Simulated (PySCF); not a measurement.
**EPR calculation of C₃H₈NOSi**

The run: EPR calculation of C₃H₈NOSi, multiplicity 2. Method and program: UKS B3LYP, pcH-1 on C H N O Si, non-relativistic, mean-field spin-orbit, GIAO (PySCF 2.14.0).

It belongs to a series of runs on one base structure; here: H removed from Si.

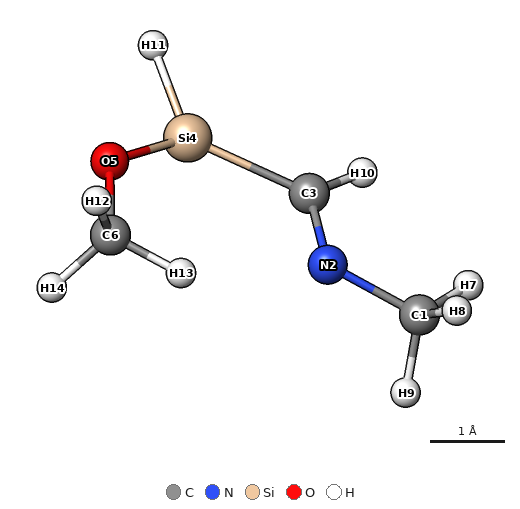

**Figure 1.** The structure as given in the input (ball-and-stick view, seen at a tilt; atoms are numbered from 1 in the order of the input). Bond lengths as drawn: C–H 1.09 to 1.10 Å, C–N 1.30 to 1.43 Å, C–O 1.40 Å, C–Si 1.82 Å, H–Si 1.44 Å and O–Si 1.61 Å.

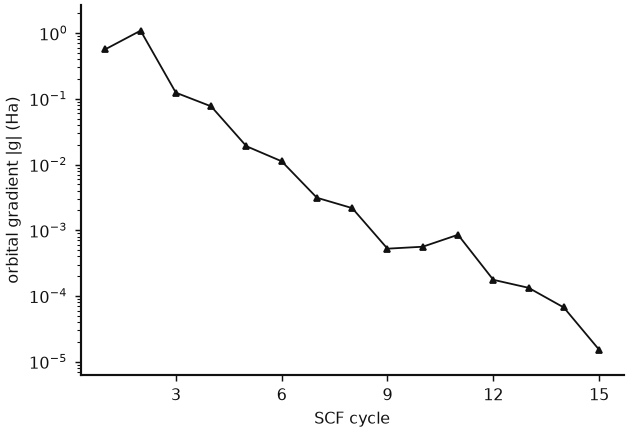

**Figure 2.** Convergence of the self-consistent field: orbital gradient |g| against the SCF cycle. All cycles printed in the log are drawn one after another.

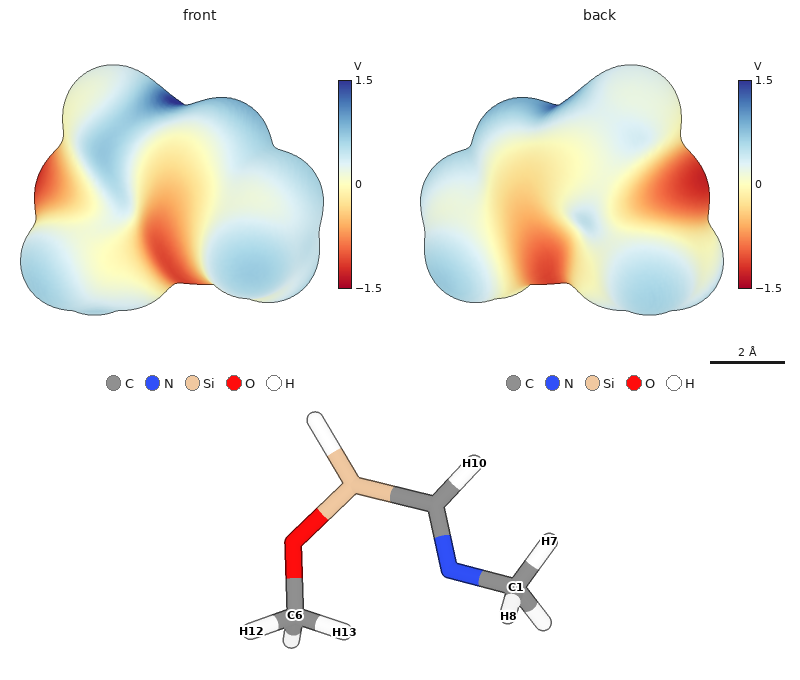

**Figure 3.** The electrostatic potential painted on the density surface at 0.002 e/bohr³, seen at a tilt and from behind; the colour scale runs from red (negative) to blue (positive). The bare structure is drawn below in the same view.

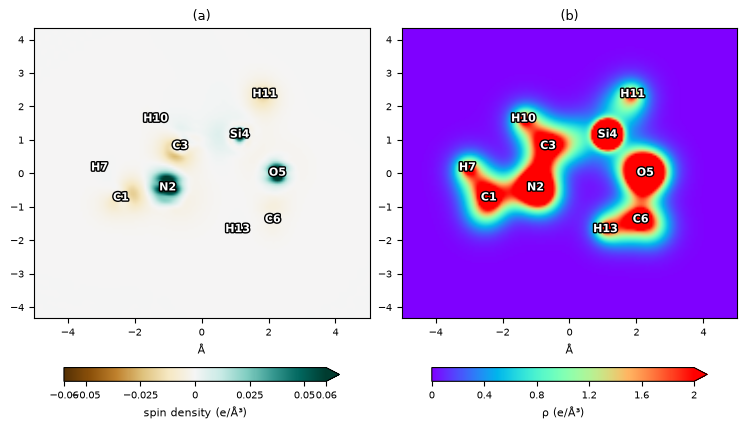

**Figure 4.** (a) spin density (α minus β); (b) total electron density on the plane of atoms N2, C1 and H7. The section cuts through C, N, Si, O and H sites. C–N (1.30 Å): ρ is about 2.6 e/Å³ halfway. C–O (1.40 Å): ρ is about 2 e/Å³ halfway, with its minimum of 1.7 e/Å³ about 0.5 Å from C. Si–O (1.61 Å): ρ is about 1.2 e/Å³ halfway. C–Si (1.82 Å): ρ at the midpoint is about 1 e/Å³. C–H (1.09 Å): ρ at the midpoint is about 2.1 e/Å³. The unpaired spin (1 electron) lies mostly on Si4 (about 0.6), N2 (about 0.3) and O5 (about 0.1), in electrons by Hirshfeld's partition.

These pictures come from the run below.

## The input
```
{"job": {"kind": "epr", "basis": "pcH-1"}, "charge": 0, "multiplicity": 2}
C      2.238764    -0.900206    -0.393115
N      0.953855    -0.340902    -0.127027
C      0.873054     0.738133     0.589327
Si    -0.761480     1.513458     0.790556
O     -2.124045     0.780504     0.329032
C     -2.312481    -0.354219    -0.470951
H      3.064544    -0.348233     0.081002
H      2.252390    -1.935249    -0.041742
H      2.399173    -0.919563    -1.474922
H      1.776408     1.236819     0.968660
H     -1.236578     2.469504     1.755995
H     -2.999147    -1.026506     0.047491
H     -1.366526    -0.863024    -0.655358
H     -2.758610    -0.050989    -1.421113
```

The first line tells a small driver script what to run in PySCF; the rest is the geometry in Å.

Launch command:
```bash
OMP_NUM_THREADS=1 python <driver script> task.json out
```

## Output
```
UKS, coarse grid
  cycle   1  E = -538.44461995  |g| = 5.67e-01
  cycle   2  E = -538.08462738  |g| = 1.09e+00
  cycle   3  E = -538.56821602  |g| = 1.24e-01
  cycle   4  E = -538.57285698  |g| = 7.68e-02
  cycle   5  E = -538.57544420  |g| = 1.90e-02
  cycle   6  E = -538.57559093  |g| = 1.12e-02
  cycle   7  E = -538.57566904  |g| = 3.12e-03
  cycle   8  E = -538.57568418  |g| = 2.17e-03
  cycle   9  E = -538.57568840  |g| = 5.24e-04
UKS, final grid
  cycle   1  E = -538.57567788  |g| = 5.61e-04
  cycle   2  E = -538.57567788  |g| = 8.53e-04
  cycle   3  E = -538.57567818  |g| = 1.76e-04
  cycle   4  E = -538.57567822  |g| = 1.33e-04
  cycle   5  E = -538.57567825  |g| = 6.67e-05
  cycle   6  E = -538.57567825  |g| = 1.52e-05
E = -538.57567825 Eh   <S^2> = 0.7641 (exact 0.7500)
g shifts (ppm)      1          2          3
  rmc          -179       -179       -179
  gc              4         42         49
  oz_so         -78        923       1543
  total        -254        785       1412
hyperfine (MHz)  atom isotope    a_iso     a_fc   dipolar eigenvalues
    0   13C     -12.96     -12.97     -1.38     -0.35      1.73
    1   14N      15.27      15.29    -16.28    -16.10     32.38
    2   13C     -10.25     -10.22    -17.79      6.19     11.60
    3  29Si    -207.21    -208.10   -129.98     64.05     65.93
    4   17O     -17.88     -17.81    -33.05     16.12     16.93
    5   13C      -3.18      -3.19     -0.68     -0.48      1.16
    6    1H       0.46       0.45     -2.00     -1.85      3.84
    7    1H      37.94      37.93     -2.57     -2.18      4.75
    8    1H      46.59      46.59     -2.49     -1.79      4.29
    9    1H       1.33       1.34     -2.47     -1.10      3.57
   10    1H      -8.71      -8.72     -9.01      1.57      7.44
   11    1H       6.95       6.95     -1.62     -1.17      2.78
   12    1H       0.13       0.13     -2.71     -0.17      2.88
   13    1H       7.22       7.22     -1.79     -1.35      3.15
```

## Summary

```csv
quantity,value
outcome,converged
total energy,−538.575678 hartree
⟨S²⟩,0.764
isotropic g,2.0030
hardware,"1 CPU thread, shared host"
wall time,53 s
peak memory,0.91 GiB
```
